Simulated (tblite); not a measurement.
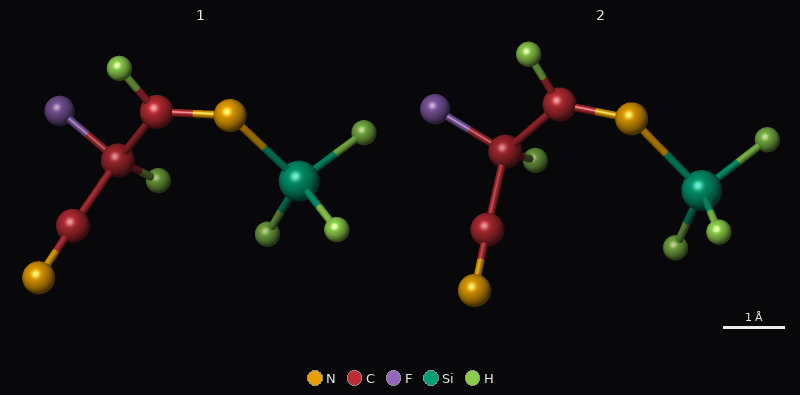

Two geometries of C3H5FN2Si, drawn at one scale. One is the start of a relaxation, the other its converged end. Style: ball-and-stick. Shown face on.

Theory: GFN2-xTB geometry optimisation, gas phase (tblite). 

### Which one is relaxed?

Structure 2 is the relaxed one. The largest move after the best rigid fit is that of an N atom, 0.64 Å. By element the largest moves are N 0.64 Å, H 0.54 Å, F 0.53 Å, C 0.26 Å, Si 0.17 Å. Near-neighbour distances that change, for instance: C–C 1.477 → 1.527 Å, C–F 1.396 → 1.375 Å, C–N 1.257 → 1.239 Å, N–Si 1.744 → 1.727 Å. Among the angles between lasting bonds that change: C–N–Si 123.3° → 136.2°, H–Si–H 106.7° → 114.8°, N–Si–H 108.6° → 101.6°. Groups turn about C–C by about 25°. Over 76 geometry steps the energy falls by 6.65 kcal/mol. Cost: 0.66 s on 1 thread of Arm Neoverse N1 (shared host).
